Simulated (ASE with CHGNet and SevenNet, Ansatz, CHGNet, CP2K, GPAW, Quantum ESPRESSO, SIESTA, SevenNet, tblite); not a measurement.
## Machine-learned potentials on generalised stacking fault on (111) (glide set) of a Ge-Sn solid solution (48 atoms): settings against a plane-wave reference

How do the settings of machine-learned potentials change the result for generalised stacking fault on (111) (glide set) of a Ge-Sn solid solution (48 atoms)? A plane-wave run serves as the yardstick.

Main program and level: ASE with CHGNet and SevenNet; the method is named at each step.

### 1. The starting structure

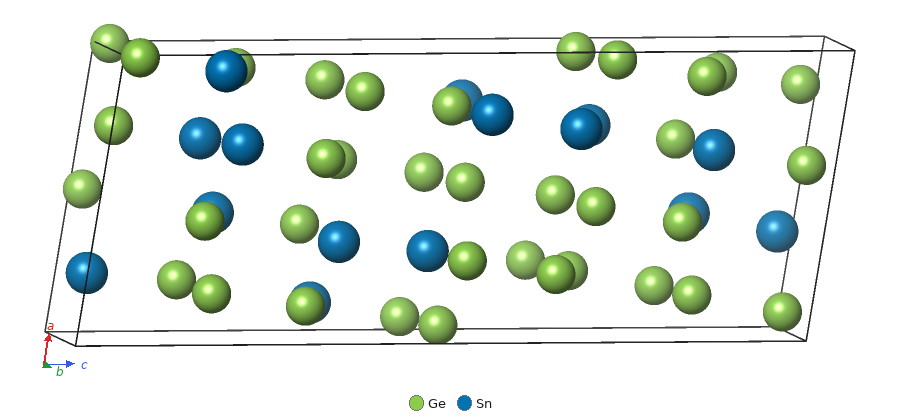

The starting structure, seen from the side, with the c axis across the page (germanium green, tin blue). Some periodic images of atoms are drawn too.

The cell holds 48 atoms: 34 Ge and 14 Sn. Cell: a = 8.334 Å, b = 7.218 Å, c = 20.806 Å, α = 90.0°, β = 80.4°, γ = 90.0°. Diamond-structure Ge lattice (a = 5.8932 Å, the value set for the mixture), cell with z along [111], 2 x 1 x 2 periods; the third cell vector is tilted by 0.833 of 1/2[1-10] and lengthened by 0.1 Å, so the cell holds one fault (glide set); displaced by a Gaussian of 0.01 Å; 14 of 48 Ge sites given to Sn at random (lattice constant by Vegard's rule between Ge and Sn). Then every atom was moved at random, 0.05 Å r.m.s. a Cartesian component. The structure's axis is c.

The yardstick, on the same geometry:

| Item | Value |
| --- | --- |
| method | Kohn-Sham DFT, PBE, PAW, plane waves (Ansatz 0.2.0); cutoff 420 eV, Γ point, fermi-dirac smearing of 0.05 eV; PAW set soft_2 |
| r.m.s. force component | 2.273 eV/Å |
| longest force | 12.79 eV/Å |
| pressure | 10.2 GPa |
| SCF cycles | 11 |
| time | 28 s on 4 threads of Arm Neoverse V1, shared host |
| CPU time | 1.7 min |

### 2. CHGNet r2SCAN potential

Method: machine-learned interatomic potential CHGNet r2SCAN, trained on r2SCAN plane-wave data.

Contents of run.py:

```python
import numpy as np
from ase.io import read
import mlip  # loads the published weights by name

atoms = read("structure.xyz")
atoms.calc = mlip.calc("chgnet-r2scan")
energy = atoms.get_potential_energy()
forces = atoms.get_forces()
print(f"energy {energy:.6f} eV")
print("forces (eV/A)")
for i, (a, f) in enumerate(zip(atoms, forces)):
    print(f"{i:4d} {a.symbol:2s} {f[0]:10.5f} {f[1]:10.5f} {f[2]:10.5f}")
stress = -atoms.get_stress(voigt=False) * 160.21766
print("stress (GPa, compression positive)")
for row in stress:
    print(" ".join(f"{x:10.4f}" for x in row))
```

Contents of structure.xyz:

```xyz
48
Lattice="8.33424 0.00000 0.00000 0.00000 7.21767 0.00000 3.47263 0.00000 20.51464" Properties=species:S:1:pos:R:3 pbc="T T T"
Ge 6.19927 3.60364 0.49338
Sn 6.24284 3.65301 2.97914
Sn 6.34713 6.01023 3.90004
Ge 6.33783 5.96115 6.31912
Sn 1.96446 3.63612 0.43224
Ge 2.18287 3.61728 2.98734
Ge 2.03670 5.97363 3.73777
Ge 2.12696 6.14931 6.41267
Ge 4.15704 0.04143 0.37275
Ge 4.07658 7.14275 3.05730
Sn 4.17603 2.38125 3.84814
Ge 4.25137 2.34372 6.34682
Sn 4.02428 4.79087 7.22279
Sn 4.17425 4.81281 9.75758
Ge 6.18839 1.26107 7.25008
Ge 6.22925 1.23336 9.74445
Ge 6.22120 3.57340 10.64812
Ge 6.28374 3.63114 13.23215
Ge 6.23032 6.11712 14.10956
Ge 6.18237 5.88767 16.64496
Ge 8.34686 0.02634 0.45563
Sn 8.36129 7.14427 2.95288
Ge 8.33545 2.41409 3.81100
Ge 8.40191 2.44672 6.36405
Ge 8.34014 4.76034 7.25316
Ge 8.33661 4.81613 9.74917
Sn 2.06796 1.16277 7.15715
Ge 2.08284 1.11838 9.75553
Ge 2.10835 3.61786 10.54678
Ge 10.37776 3.61194 13.13511
Ge 10.42225 5.98626 14.04391
Ge 10.37091 6.04451 16.62773
Ge 4.16698 7.16960 10.61612
Ge 4.19303 0.03789 13.16137
Ge 4.18402 2.45827 14.11202
Ge 4.15737 2.46779 16.58814
Ge 4.15156 4.83569 17.38739
Ge 4.09808 4.90758 20.00485
Sn 6.28484 1.18254 17.38226
Sn 6.18497 1.17511 19.95951
Sn 8.36043 7.20295 10.63233
Sn 8.36761 7.13618 13.20691
Sn 8.33929 2.43705 14.01150
Ge 8.34428 2.40110 16.50813
Sn 8.30051 4.79701 17.33323
Ge 8.29591 4.81707 20.00362
Ge 10.36022 1.28662 17.51478
Ge 10.39961 1.23090 19.91089
```

Run with:

```
$ OMP_NUM_THREADS=1 python run.py > output.txt
```

Output:

```text
CHGNet vr2scan initialized with 412,525 parameters
CHGNet will run on cpu
energy -805.723206 eV
forces (eV/A)
   0 Ge    3.02831   -2.72758    0.26851
   1 Sn    1.09180   -1.13738   -0.47551
   2 Sn   -2.03904    0.98260    0.48447
   3 Ge   -0.12270    0.23683    1.78133
   4 Sn    7.56821   -6.60685    5.12650
   5 Ge   -0.78861    0.17721    0.11415
   6 Ge    0.68139   -0.41610    0.81713
   7 Ge   -0.81642   -1.21047   -0.95576
   8 Ge   10.39248   -8.23216    6.50237
   9 Ge    0.15963   -0.20292   -0.93118
  10 Sn   -0.82446   -0.95930    0.31886
  11 Ge   -0.13017    0.04011    0.54159
  12 Sn    0.67708   -0.15702   -1.19077
  13 Sn    0.21648   -0.06594    1.24632
  14 Ge    0.62736   -0.35079   -0.06245
  15 Ge   -0.21382    0.01418    0.05045
  16 Ge    0.34771   -0.03053    0.14522
  17 Ge   -0.58919    0.33606   -0.19059
  18 Ge   -0.57193   -0.44465    0.05572
  19 Ge   -0.25823    0.18274   -0.43114
  20 Ge    2.05646   -2.04020    0.46256
  21 Sn    1.35470    1.55567   -0.67963
  22 Ge    0.59192   -0.03871    0.30189
  23 Ge   -0.58515    0.04728   -0.05459
[...]
40 Sn   -0.33079    0.05107   -1.03530
  41 Sn   -0.08587   -0.50989    0.62283
  42 Sn    0.04126    0.63038   -0.06992
  43 Ge    0.40852   -0.11316    0.41164
  44 Sn    0.22648   -0.01279    0.37790
  45 Ge   -2.95763    2.87797   -1.68066
  46 Ge    0.20716   -0.14837   -0.48317
  47 Ge   -2.47448    2.05345   -0.85114
stress (GPa, compression positive)
    6.5431    -3.5288     2.9082
   -3.5288     5.6111    -2.5817
    2.9082    -2.5817     5.5322
```

The job ended after 5 s (1 thread of Arm Neoverse V1, shared host; peak memory 0.52 GiB).

Banners, paths, timers and routine set-up lines are dropped from the logs unmarked, and long logs keep their key lines alone; longer cuts are marked.

Numbers from this run, and their distance from the reference:

```
r.m.s. force component                  : 2.298 eV/Å
r.m.s. difference of force components   : 628.8 meV/Å
longest difference of force vectors     : 2518 meV/Å
force difference over r.m.s. force      : 27.66 %
slope of forces against the reference's : 0.9727
correlation of force components         : 0.9622
pressure                                : 5.896 GPa
pressure difference                     : -4.304 GPa
```

Length of the force difference by element (eV/Å):

```csv
element,atoms,mean,most
Ge,34,1.0,2.1
Sn,14,0.84,2.5
```

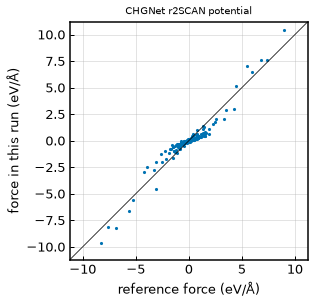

Force components against those of the reference; the line marks equality.

A closer look about Ge21, which has 3 bonded neighbours where the commonest count for Ge is 4: 9 atoms, nearest first, numbered in the order of the input, with positions taken from that point.

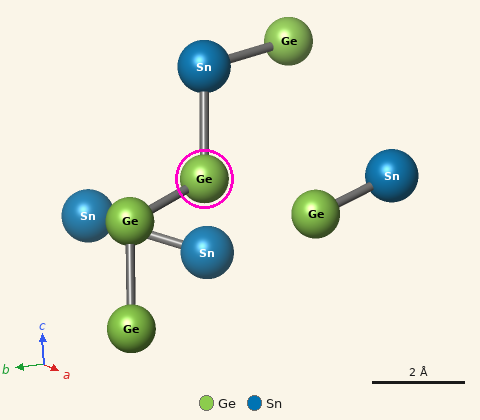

The atoms of the table, within 4.1 Å (arrows a, b, c point along x, y, z); some may hide others; the central atom is ringed.

```csv
atom,x,y,z,distance (Å),bonds,Fx,Fy,Fz (eV/Å)
Ge21,0.00,0.00,0.00,0.00,3,2.06,-2.04,0.46
Ge48,-1.42,1.20,-1.06,2.14,3,-2.47,2.05,-0.85
Sn22,0.01,-0.10,2.50,2.50,4,1.35,1.56,-0.68
Ge38,0.61,-2.34,-0.97,2.60,3,-8.11,7.62,-5.55
Sn40,2.70,1.15,-1.01,3.10,3,-9.67,7.00,-4.53
Ge47,-1.46,1.26,-3.46,3.96,4,0.21,-0.15,-0.48
Ge7,2.02,-1.27,3.28,4.06,4,0.68,-0.42,0.82
Sn5,1.95,-3.61,-0.02,4.10,3,7.57,-6.61,5.13
Sn5,1.95,3.61,-0.02,4.10,3,7.57,-6.61,5.13
```

Atoms are counted from 1 here, from 0 in the log.

Forces lie 28 % from the reference's, at 0.045 times its CPU time (on 1 against 4 cores).

### 3. CHGNet 0.3.0 potential

Method: machine-learned interatomic potential CHGNet 0.3.0, trained on PBE(+U) plane-wave data.

Edit run.py of step 2 so:

```diff
@@ -5,3 +5,3 @@
 atoms = read("structure.xyz")
-atoms.calc = mlip.calc("chgnet-r2scan")
+atoms.calc = mlip.calc("chgnet-0.3.0")
 energy = atoms.get_potential_energy()
```

structure.xyz is that of step 2.

Output:

```text
CHGNet v0.3.0 initialized with 412,525 parameters
CHGNet will run on cpu
energy -191.125732 eV
forces (eV/A)
   0 Ge    3.81241   -3.41472    0.72883
   1 Sn    1.25665   -0.55158   -0.27927
   2 Sn   -2.09703    0.69081    0.12546
   3 Ge   -0.07832    0.38676    1.95588
   4 Sn    9.82671   -8.90968    6.20748
   5 Ge   -1.11662    0.38312    0.47734
   6 Ge    0.96065   -0.78862    1.17576
   7 Ge   -1.53588   -2.38985   -1.93985
   8 Ge   12.53958   -9.75036    7.97016
   9 Ge    0.40604   -0.41448   -0.79030
  10 Sn   -0.79355   -1.10357    0.33955
  11 Ge   -0.24794    0.10293    0.54973
  12 Sn    1.13606   -0.48615   -2.18519
  13 Sn    0.42089   -0.08632    2.10064
  14 Ge    0.98424   -0.56566   -0.01956
  15 Ge   -0.42507    0.09283   -0.02516
  16 Ge    0.71950   -0.18716    0.34733
  17 Ge   -1.11422    0.69251   -0.42124
  18 Ge   -0.93443   -0.65503    0.24237
  19 Ge   -0.42737    0.52564   -0.66800
  20 Ge    2.87416   -2.46031    0.63058
  21 Sn    0.90276    1.75368   -0.32172
  22 Ge    0.70395    0.03605    0.31478
  23 Ge   -1.10287    0.28660   -0.26835
[...]
40 Sn   -0.58879    0.14832   -1.91576
  41 Sn   -0.17586   -0.92219    1.35911
  42 Sn    0.07264    0.87063    0.03940
  43 Ge    0.40752   -0.42536    0.77012
  44 Sn    0.31933   -0.16238    0.49405
  45 Ge   -3.72982    3.32898   -2.05810
  46 Ge    0.25441   -0.19685   -0.84284
  47 Ge   -3.23911    2.68034   -1.09139
stress (GPa, compression positive)
    9.5862    -4.7680     3.8129
   -4.7680     8.3448    -3.2548
    3.8129    -3.2548     8.8609
```

Run time: 5 s. Hardware: 1 thread; peak memory 0.52 GiB.

Compared with the plane-wave run:

```yaml
r_m_s_force_component: 2.891 eV/Å
r_m_s_difference_of_force_components: 871 meV/Å
longest_difference_of_force_vectors: 5440 meV/Å
force_difference_over_r_m_s_force: 38.31 %
slope_of_forces_against_the_reference_s: 1.235
correlation_of_force_components: 0.9713
pressure: 8.931 GPa
pressure_difference: -1.269 GPa
```

Against the first run (28 %), the force difference from the reference is 38 %, at 1.0 times the CPU time.

### 4. SevenNet l3i5 potential

Method: machine-learned interatomic potential SevenNet l3i5, trained on PBE(+U) plane-wave data.

Edit run.py of step 3 so:

```diff
@@ -5,3 +5,3 @@
 atoms = read("structure.xyz")
-atoms.calc = mlip.calc("chgnet-0.3.0")
+atoms.calc = mlip.calc("7net-l3i5")
 energy = atoms.get_potential_energy()
```

structure.xyz is that of step 3.

Output:

```text
energy -196.167450 eV
forces (eV/A)
   0 Ge    4.58884   -3.61349   -0.26230
   1 Sn    1.46446   -1.60576   -0.83666
   2 Sn   -3.06770    1.48360    0.53775
   3 Ge   -0.09791    0.76143    3.09877
   4 Sn    7.01596   -5.03496    3.78261
   5 Ge   -1.88373    0.42182    0.84750
   6 Ge    1.67565   -0.89378    1.87188
   7 Ge   -2.20183   -2.86030   -2.42012
   8 Ge    9.18700   -6.78740    5.60712
   9 Ge   -0.00280   -0.42929   -1.51798
  10 Sn   -1.30869   -1.39583    0.32781
  11 Ge    0.11932   -0.03115    1.02509
  12 Sn    1.63290   -0.21098   -2.59439
  13 Sn    0.44334   -0.12417    2.03198
  14 Ge    1.23221   -0.82296   -0.37577
  15 Ge   -0.89446    0.15373   -0.02659
  16 Ge    1.49569   -0.40481    0.57779
  17 Ge   -1.63362    1.14643   -0.61968
  18 Ge   -1.27174   -1.28125    0.26729
  19 Ge   -0.90503    0.58447   -1.18480
  20 Ge    3.53008   -2.53844   -0.31727
  21 Sn    1.69406    2.35940   -0.65188
  22 Ge    1.59614    0.36632    0.84915
  23 Ge   -1.88892    0.30394   -0.51526
[...]
40 Sn   -0.74889    0.10393   -2.07631
  41 Sn   -0.23582   -1.00792    1.36568
  42 Sn    0.06124    0.98255   -0.00153
  43 Ge    1.06938   -0.73526    1.04462
  44 Sn    0.32177   -0.12526    1.00347
  45 Ge   -4.34693    3.38675   -1.75843
  46 Ge    0.48811   -0.35681   -1.11954
  47 Ge   -4.24197    2.96515   -0.58905
stress (GPa, compression positive)
    8.4444    -3.7898     3.1659
   -3.7898     8.0026    -2.3062
    3.1659    -2.3062     8.7964
```

Wall time 12 s (1 thread); peak memory 0.89 GiB.

Against the reference:

| Quantity | Value |
| --- | --- |
| r.m.s. force component | 2.289 eV/Å |
| r.m.s. difference of force components | 317.6 meV/Å |
| longest difference of force vectors | 1122 meV/Å |
| force difference over r.m.s. force | 13.97 % |
| slope of forces against the reference's | 0.9973 |
| correlation of force components | 0.9903 |
| pressure | 8.415 GPa |
| pressure difference | -1.785 GPa |

Against the first run (28 %), the force difference from the reference is 14 %, at 2.4 times the CPU time.

### 5. The ladder

Differences are against the plane-wave reference, forces as r.m.s. over components; share is that over the reference's r.m.s. force, slope the least-squares factor from reference forces to these. Total energies of different programs have different zeros and aren't compared.

```csv
run,"Δ force, r.m.s. (meV/Å)",share (%),slope,Δ pressure (GPa),cores,CPU time,memory (GiB)
reference,-,-,-,-,4,1.7 min,1.7
CHGNet r2SCAN potential,629,27.7,0.973,-4.30,1,4.7 s,0.52
CHGNet 0.3.0 potential,871,38.3,1.235,-1.27,1,4.8 s,0.52
SevenNet l3i5 potential,318,14.0,0.997,-1.79,1,11 s,0.89
```

Times of the machine-learned potentials are mostly Python's start and the loading of weights.

CPU time is summed over cores on a shared host, where runs went side by side, so it is rough. Symmetry, cutoffs, thresholds, outputs and thread counts weren't matched or tuned between programs; memory under MPI is the largest rank's times the ranks.

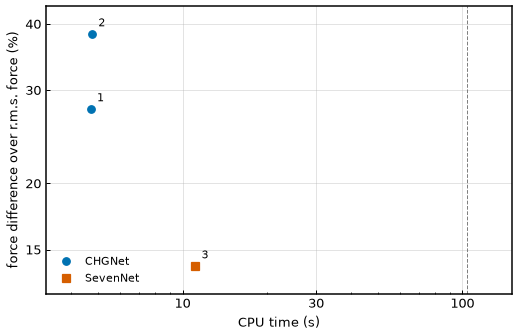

Force difference against CPU time; the dashed line marks the reference's time. Points: 1 CHGNet r2SCAN potential; 2 CHGNet 0.3.0 potential; 3 SevenNet l3i5 potential.

A second geometry, displaced anew (every atom was moved at random, 0.08 Å r.m.s. a Cartesian component), gives an energy difference that all programs can be tested on. The reference puts it at 61.68 meV/atom.

```csv
run,energy less the first geometry's (meV/atom),error (meV/atom),force share at the second geometry (%)
CHGNet r2SCAN potential,33.59,-28.1,29.5
CHGNet 0.3.0 potential,39.95,-21.7,22.0
SevenNet l3i5 potential,69.45,7.78,15.9
```

### 6. Summary of results

- nearest in forces: SevenNet l3i5 potential, 14 %
- its CPU time: 11 s

Machine-learned potentials differ by 14 % (SevenNet l3i5 potential) to 38 % (CHGNet 0.3.0 potential); they were trained on other programs' data, some at another functional. The energy difference between the two geometries, 61.7 meV/atom in the reference, is met best by SevenNet l3i5 potential (+7.78) and worst by CHGNet r2SCAN potential (-28.1). Machine-learned potentials mimic data converged in k, so the reference's own k-point error enters their differences. The reference's stress is far from hydrostatic: its diagonal is 18.2, 4.7, 7.7 GPa, compression counted positive. The host structure and its lattice constant were typed by rule, without a check against the phase diagram. The reference's pressure of 10 GPa belongs to a cell and atoms that aren't relaxed at this level. The electronic-structure runs sample only Γ, in a cell whose shortest periodic width is 7 Å, which is coarse for a cell with partly filled levels.

[Also dropped from logs without a mark: logging warnings of Python, and SIESTA's first energy breakdown and zero terms.]

[Logs are printed without paths, hosts, clocks, repeated set-up lines and the standing remarks that a program may print on its own settings, such as how far it seeks lower states.]

[Hosts, paths, dates, database ids (printed as entryN), source tags and the programs' standing remarks are cut or masked in the printed files.]
